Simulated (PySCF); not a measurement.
**H₄Si₂, SMILES `[SiH][SiH3]`: what the electrons do**

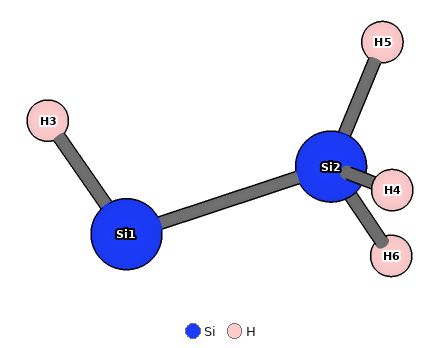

The molecule, with its atoms numbered as below. No frequency check shows the geometry to be a minimum.

Geometry (Å), atoms numbered from 1:

```
Si1     -1.2507   -0.1008   -0.0000
Si2      1.0254    0.0269   -0.0001
H3      -1.7045    1.3274    0.0002
H4       1.4683   -0.7455    1.1773
H5       1.9212    1.1971    0.0007
H6       1.4689   -0.7448   -1.1769
```

## 1. Bonding charge

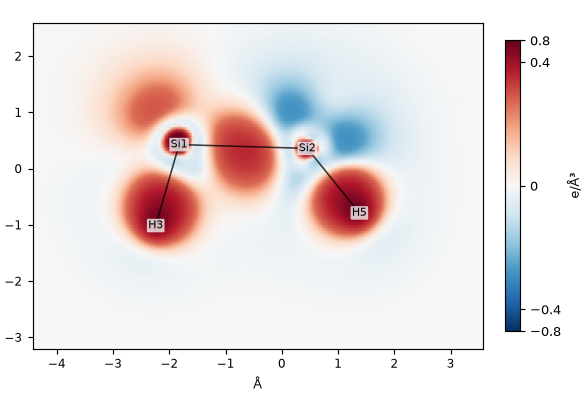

Deformation density (molecule less spherical, spin-averaged free atoms) in the plane of Si1, Si2, H3 and H5; colour scale in e/Å³, logarithmic beyond ±0.1; red: gain, blue: loss.

PySCF calculation, r2SCAN/6-311+G**, gas phase; geometry: GFN2-xTB. This is a single-reference result, which may miss multireference character in this system.

Q: Describe the bonding that the map shows.

A: Si1–Si2: +0.25 e/Å³ at the bond critical point (bond length 2.28 Å). Si1–H3: +0.19 e/Å³ at the bond critical point (bond length 1.50 Å). Si2–H5: +0.18 e/Å³ at the bond critical point (bond length 1.47 Å). In all, 1.5 electrons gather in the regions of gain relative to the promolecule.

## 2. Bond critical points

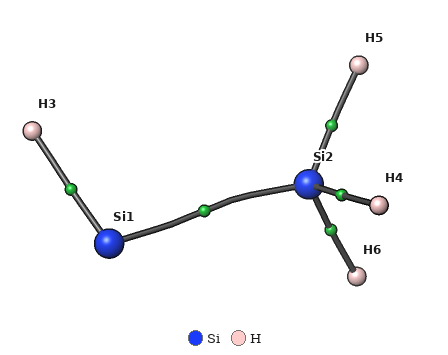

Molecular graph of the electron density (QTAIM): bond paths, bond critical points (green), ring points (magenta, if any); weak paths are dashed.

Q: How many critical points of each kind are there, and does the count close?

A: 6 nuclei, 5 bond, 0 ring and 0 cage critical points: 6 − 5 + 0 − 0 = 1, as the Poincaré–Hopf relation requires.

Q: Give the properties at the bond critical points.

A:
```
            bond  length (Å)  ρ (a.u.)  ∇²ρ (a.u.)     ε  H (a.u.)
          Si2–H5       1.474     0.117       +0.26  0.02    −0.069
Si2–H6 (2 alike)       1.476     0.115       +0.26  0.05    −0.067
          Si1–H3       1.499     0.115       +0.21  0.22    −0.071
         Si1–Si2       2.280     0.098       −0.17  0.08    −0.053
```

Q: What kind of interaction is Si1–Si2?

A: Shared-shell (covalent): ρ = 0.098, ∇²ρ = −0.17, H = −0.053 a.u.

## 3. Local ionisation energy

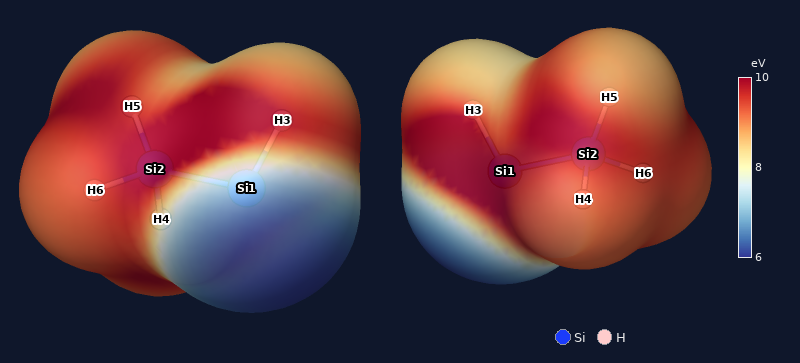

Average local ionisation energy on the surface of electron density 0.001 a.u. (back view left, front view right).

Q: Where are the most loosely bound electrons on this surface?

A: The lowest value is 6.0 eV, 2.5 Å from Si1. Further minima include 8.2 eV, 1.9 Å from H3; 8.6 eV, 1.5 Å from H5; 9.1 eV, 1.5 Å from H4, and at like points elsewhere. For comparison, the highest occupied orbital lies at −5.7 eV.

## 4. Excited states

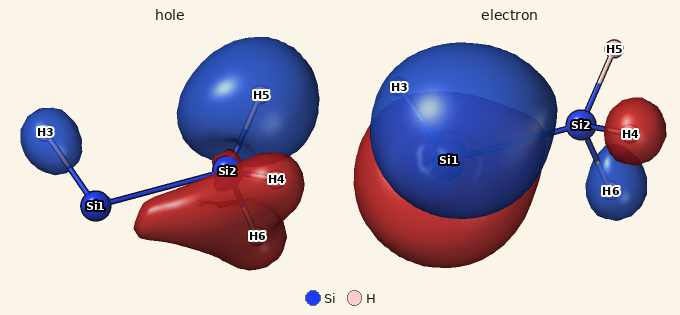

Leading natural transition orbital pair of S₃ (TDA singlet states); the surfaces enclose about 70 % of each orbital's density.

Level of theory: B3LYP/cc-pVTZ (PySCF), at a geometry from GFN2-xTB. Without diffuse functions Rydberg states are missing, so the states' numbers hold for this basis only.

Q: What kind of excitation is it, and where does it lie?

A: 5.12 eV (242 nm), f = 0.001 (very weak), charge transfer, whose energy this functional puts too low; the leading pair carries 100 %; hole on Si2 (40 %), H5 (34 %) and Si1 (10 %), electron on Si1 (77 %), Si2 (12 %) and H3 (5 %); their centroids lie 2.2 Å apart. In canonical orbitals it is mainly HOMO−2 → LUMO (94 %). The HOMO–LUMO gap is 2.79 eV.

## 5. In an electric field

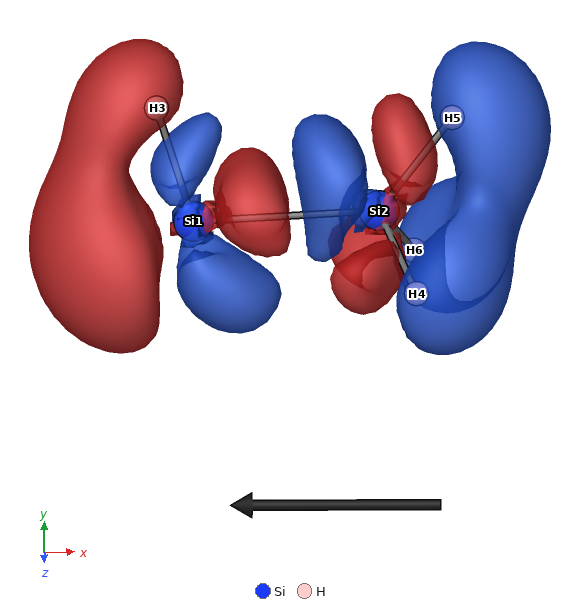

Change of the electron density in a uniform field of 0.41 V/Å along −x (arrow), surfaces at ±0.003 e/Å³ (blue: gain, red: loss).

PySCF calculation, LDA (SVWN)/cc-pVTZ, gas phase; geometry: GFN2-xTB. A basis without diffuse functions makes polarisabilities too small.

The field was applied in both directions; the picture shows the one opposite to the script's first.

Q: How large is the response?

A: The induced dipole is 1.81 D (along the field); α along this axis, from the fields in both directions, is 89 bohr³ (13.3 Å³).

## 6. Localised orbitals

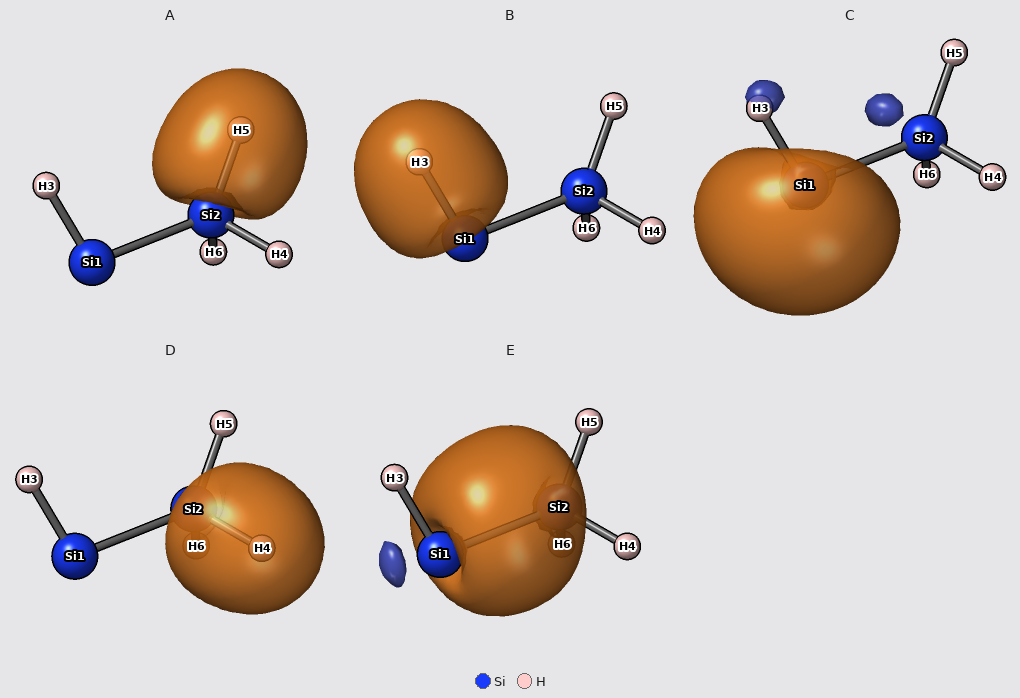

Foster–Boys orbitals, occupied; each surface holds about 85 % of the orbital's density. Energies are diagonal elements of the Fock matrix.

PySCF calculation, CAM-B3LYP/def2-SVP, gas phase; geometry: GFN2-xTB.

Q: Name the orbitals, with their atomic make-up and energies.

A: By panel:
- A: σ bond H5–Si2 (H5 54 %, Si2 46 %; −12.6 eV)
- B: σ bond H3–Si1 (H3 54 %, Si1 46 %; −12.9 eV)
- C: lone pair on Si1 (sp0.6-type) (Si1 98 %; −9.7 eV)
- D: σ bond H4–Si2 (H4 54 %, Si2 45 %; −12.6 eV)
- E: σ bond Si2–Si1 (Si2 52 %, Si1 48 %; −12.3 eV)

Q: How do all the valence pairs divide up?

A: 6 pairs: 5 σ bonds and 1 lone pair.
